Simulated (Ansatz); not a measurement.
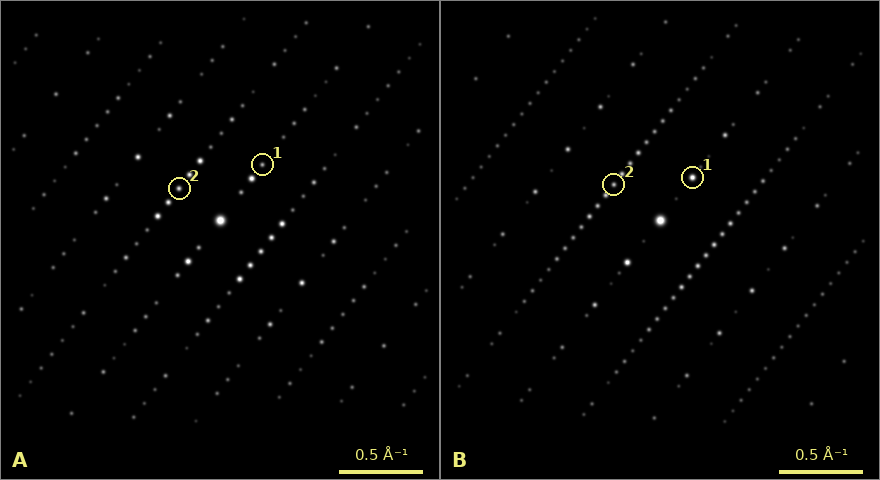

Kinematic electron diffraction patterns (300 kV, B = 0.5 Å², same scale) along [110] of the run's own cell, for the start and the end of one relaxation of CsSe2 with DFT PBE, scalar-relativistic, plane waves, PAW (Ansatz). k mesh 8×8×4. The start is a generated model structure, and the relaxation ends in the nearest stationary point of its symmetry, not necessarily the ground state. Spot 1 is 0 0 -4 and spot 2 is -1 1 0 in both.

Start structure:

```
Cs Se
1.0
     4.51547    0.00000    0.00000
     0.00000    4.51547    0.00000
     0.00000    0.00000    9.47630
Cs Se
2 4
Direct
  0.50000 0.00000 0.28000
  0.00000 0.50000 0.72000
  0.00000 0.00000 0.00000
  0.50000 0.50000 0.00000
  0.50000 0.00000 0.64000
  0.00000 0.50000 0.36000
```

**Which pattern belongs to the start structure, and which to the relaxed one?**

A is the start: its cell gives d(1) = 2.369 Å, d(2) = 3.193 Å and an angle of 90.0°. B is the relaxed structure, with d(1) = 3.084 Å (+30.2 %), d(2) = 2.843 Å (-11.0 %) and 90.0°.

**Name reflections whose intensity changes strongly on relaxation.**

0 0 3, 2 -2 -3, 0 0 11 fade out of sight; 0 0 12, 1 -1 8 come into sight; 0 0 2 goes from 12 to 0.35 % of the strongest spot; 0 0 4 goes from 13 to 100 % of the strongest spot; 1 -1 7 goes from 0.39 to 8.6 % of the strongest spot.

**What did the relaxation do to the structure and the energy?**

The volume changed by +3.2 % to 33.23 Å³ an atom; with the mean shift removed, the atoms moved by up to 1.51 Å relative to the cell (Se most); the space group stayed P4/nmm (No. 129); the free energy fell by 690 meV an atom. Relaxed cell: a = 4.020 Å, b = 4.020 Å, c = 12.335 Å, α = 90.00°, β = 90.00°, γ = 90.00°.
